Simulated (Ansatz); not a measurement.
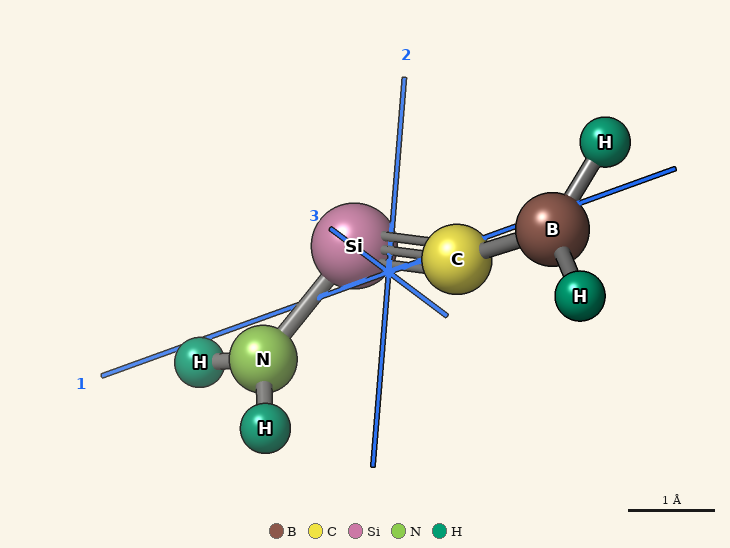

The three principal axes of inertia are drawn and numbered. Atoms fade into the background with distance from the viewer. The geometry was computed by an optimisation with PBE0-D4/def2-TZVP. No frequency run is at hand to confirm it as a minimum. Masses are those of the most abundant isotopes; constants are for the rigid equilibrium geometry.

Q: Which line is the a axis (least moment of inertia), which b and which c?

A: a is line 1, b is line 2, c is line 3; the moments are 19.4, 162, 182 u Å².

Q: Classify the rotor and give the rotational constants (cm⁻¹).

A: An asymmetric top (Cs): A = 0.868, B = 0.104, C = 0.0928 cm⁻¹. Ray's parameter κ is −0.97, close to the prolate limit.
